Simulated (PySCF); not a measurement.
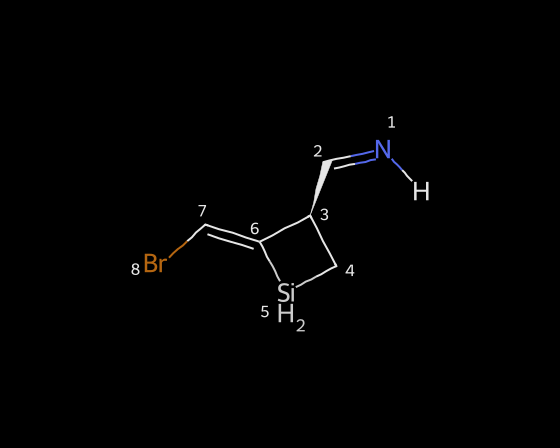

A structural formula, with wedges where it has stereocentres; small numbers name the atoms. The configuration is that of a computed structure (GFN2-xTB).

Question: Give the R/S and E/Z labels.

Answer: C3: S; N1=C2: Z; C6=C7: Z.

Question: Give a SMILES with the stereochemistry.

Answer: [H]/N=C\[C@H]1C[SiH2]/C1=C\Br
